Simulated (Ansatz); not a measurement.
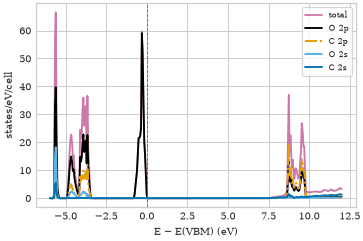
Figure: Total and projected density of states of CO₂ in space group Pa-3 (No. 205; C on 4a, O on 8c), the program Ansatz at the r²SCAN level (PAW)

Task: Which orbitals carry the states next to the gap?

Result: Top 1 eV of the valence band: O 2p 99 %. Bottom 1 eV of the conduction band: C 2s 39 %, O 2p 12 %, O 2s 8 %, C 2p 6 %, outside the projected shells 35 %. Projections are on Löwdin-orthogonalised atomic valence shells; empty p or d shells of many metals are not among them.

Task: Where is the tallest occupied peak in this window, and what makes it?

Result: Near -5.6 eV, about 66 states/eV per cell; the largest projected share is O 2p.

The r²SCAN relaxation kept the symmetry of its start. The substance is a gas or liquid at ambient conditions; this is its low-temperature solid. A crystal of weakly bound molecules computed without a dispersion correction: the cell and the soft elastic constants depend strongly on that.

Potentials: the later of the program's two PAW sets.
